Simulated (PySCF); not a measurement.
C$_{3}$H$_{14}$BNSi$_{3}$

```xyz
22

C     4.1355   -0.2642    0.1544
C     3.2876   -1.1374   -0.3637
Si    1.4084   -0.9751   -0.2700
Si    0.6691    1.0953    0.4642
Si   -1.6212    1.4810    0.1947
N    -1.7655    1.4393   -1.5424
B    -2.6709    0.0410    0.9725
C    -2.8967   -1.3015    0.1911
H     5.2082   -0.3782    0.0924
H     3.7887    0.6167    0.6725
H     3.6948   -2.0041   -0.8733
H     0.9629   -2.0718    0.6135
H     0.9081   -1.3394   -1.6060
H     1.4591    2.1633   -0.1804
H     1.0350    1.2500    1.8861
H    -1.9317    2.8515    0.6942
H    -2.6884    1.4130   -1.9463
H    -1.1938    2.0646   -2.0878
H    -3.0397    0.0838    2.0878
H    -2.8153   -1.2196   -0.8902
H    -3.8360   -1.7997    0.4271
H    -2.1087   -1.9891    0.5073
```

Geometry: GFN2-xTB.

These are results of PBE0/pcSseg-1, SCF density, gas phase, non-relativistic in PySCF, not measurements.

### What will maps of the electron density and electron localisation function show?

C–C (1.32 Å): the density is about 2.3 e/Å³ at the midpoint; the ELF peaks at about 0.90 between the atoms (a multiple bond).
C–Si (1.89 Å): the density is about 0.92 e/Å³ at the midpoint; the ELF peaks at about 0.95 between the atoms: a covalent bond.

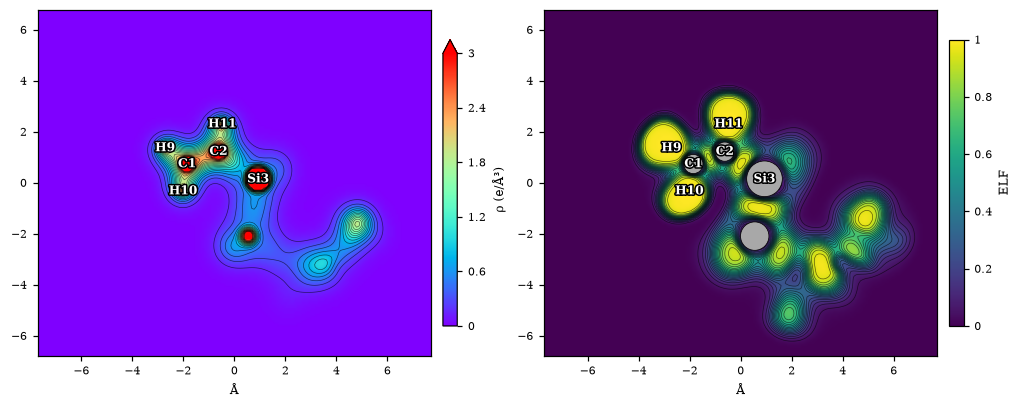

Computed electron density and electron localisation function on the plane of atoms C1, C2 and Si3, in this order. Grey discs cover the atomic cores in the ELF map. 
